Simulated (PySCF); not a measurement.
C₈H₅F, SMILES C#Cc1ccccc1F, GFN2-xTB optimised geometry. Atoms within 1.6 Å of the plane z = 0.0 Å (x, y, z in Å): C1 (-2.00, -2.35, 0.00), C2 (-1.40, -1.31, 0.00), C3 (-0.67, -0.10, 0.00), C4 (-1.32, 1.13, 0.00), C5 (-0.60, 2.31, 0.00), C6 (0.78, 2.28, 0.00), C7 (1.46, 1.07, 0.00), C8 (0.73, -0.10, 0.00), F9 (1.39, -1.28, 0.00), H10 (-2.53, -3.25, 0.00), H11 (-2.40, 1.15, 0.00), H12 (-1.12, 3.25, 0.00), H13 (1.34, 3.20, 0.00), H14 (2.53, 1.02, 0.00).

Calculation: CAM-B3LYP/def2-TZVP run with PySCF. Cells within 0.4 Å of a nucleus heavier than hydrogen are left out (blank, or x).

Map of the log10 of the electron density (e/bohr³), floored at −4 on the plane z = 0.0 Å:

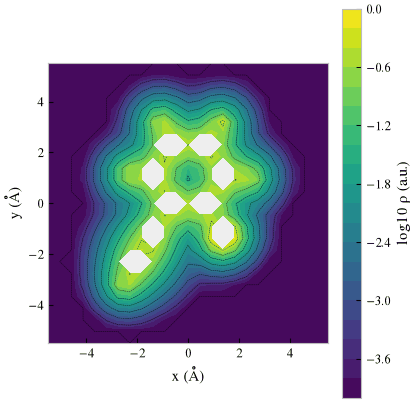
Figure: Log10 of the electron density (e/bohr³), floored at −4 on the plane z = 0.0 Å.
